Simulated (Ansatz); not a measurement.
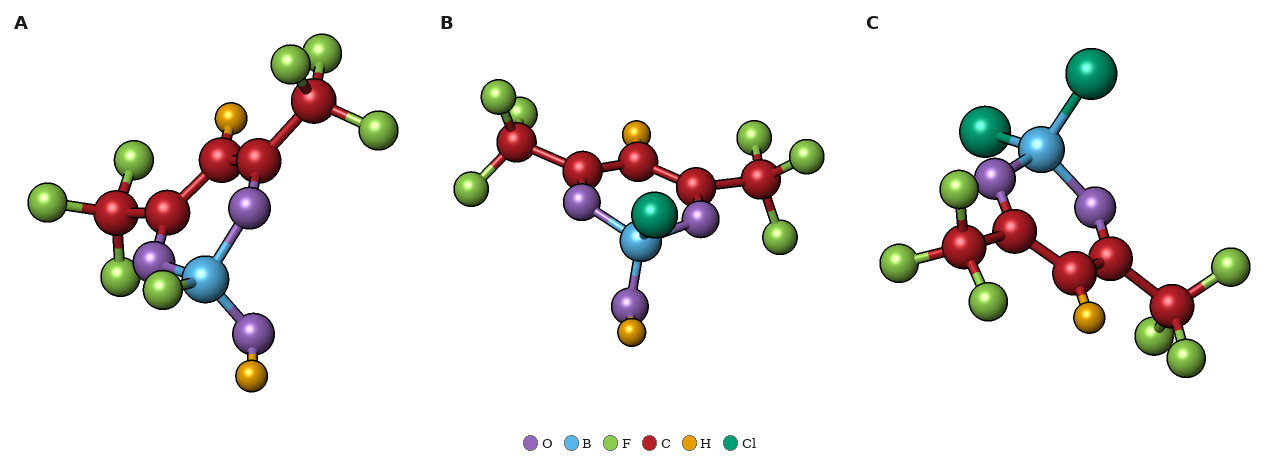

Simulated data, not a measurement (program: Ansatz).

Q: Match each picture to its SMILES.
(1) FC(F)(F)C1=CC(C(F)(F)F)=[O+][B-](Cl)(Cl)O1
(2) O[B@-]1(Cl)OC(C(F)(F)F)=CC(C(F)(F)F)=[O+]1
(3) O[B@@-]1(F)OC(C(F)(F)F)=CC(C(F)(F)F)=[O+]1

A: A is (3), B is (2), C is (1).
